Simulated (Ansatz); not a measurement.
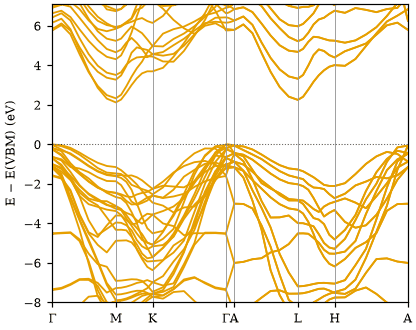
Figure. Band structure from plane-wave PAW r²SCAN (Ansatz code)

Problem. Read off the gap and where the band edges lie.

Solution. About 2.1 eV (2.13 eV by a search for the band edges); maximum at Γ, minimum at M.

The material is SiC in space group P6_3mc (No. 186; Pearson symbol hP16).

The first step of the workflow began from a Materials Project structure, measured or hypothetical. Its sites differ from those of the usual phase in this space group: another stacking or structure type. The r²SCAN relaxation kept the symmetry of its start; its stability against distortions is not shown here.

Potentials: the later of the program's two PAW sets.
